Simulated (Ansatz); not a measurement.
Consider TiMoSe$_{3}$.

```yaml
crystal:
  lattice:
    - [6.23408, -0.00996, 0.00150]
    - [2.73650, 5.69493, 0.00456]
    - [2.90278, 2.06821, 5.73278]
  atoms:
    - { symbol: Ti, position: [0.69946, 0.65010, 0.98529] }
    - { symbol: Ti, position: [0.30054, 0.34990, 0.01471] }
    - { symbol: Mo, position: [0.13504, 0.13693, 0.49509] }
    - { symbol: Mo, position: [0.86496, 0.86307, 0.50491] }
    - { symbol: Se, position: [0.43174, 0.75750, 0.72912] }
    - { symbol: Se, position: [0.08351, 0.41697, 0.73412] }
    - { symbol: Se, position: [0.72506, 0.09451, 0.78081] }
    - { symbol: Se, position: [0.56826, 0.24250, 0.27088] }
    - { symbol: Se, position: [0.91649, 0.58303, 0.26588] }
    - { symbol: Se, position: [0.27494, 0.90549, 0.21919] }
```

Space group P-1; a generated structure, not necessarily the stable one; computed pressure about −4 GPa in this cell; computed without spin polarisation.

Level of theory: DFT PBEsol, scalar-relativistic, plane waves, PAW (Ansatz).

What will maps of the valence pseudo-density and electron localisation function show?

Answer. Ti–Se (2.56 Å): ρ is about 0.4 e/Å³ halfway; the ELF is about 0.45 at the midpoint.
Ti–Se (2.56 Å): ρ at the midpoint is about 0.4 e/Å³; the ELF is about 0.45 at the midpoint.
Bader's partition of the density gives Ti +1.44, Mo +0.84 and Se −0.79 to −0.71 e.

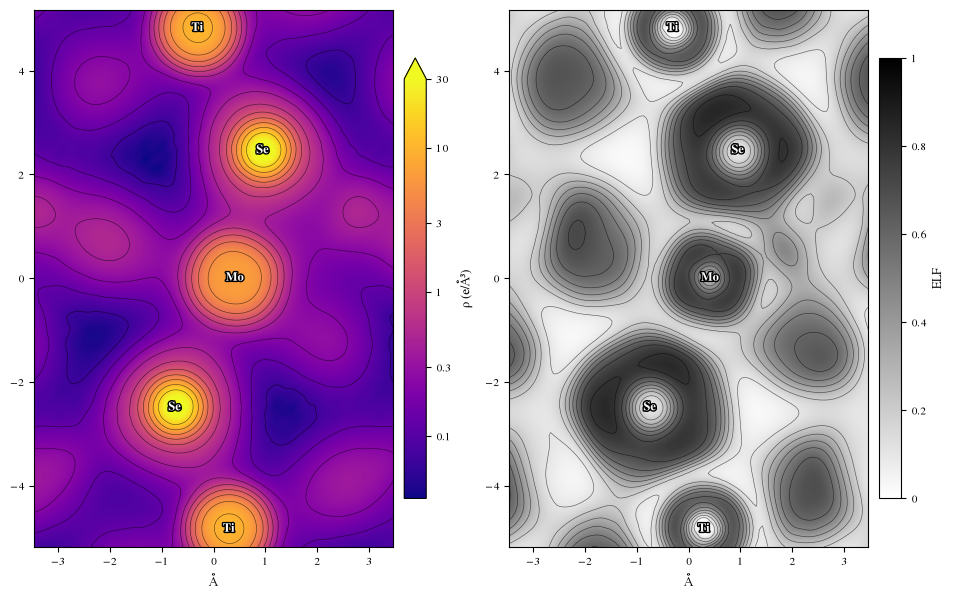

Computed valence pseudo-density and electron localisation function on the (011̄) plane of the conventional cell, in this order. 

The density is the valence pseudo-density of a PAW calculation; it isn't the true density close to the nuclei.
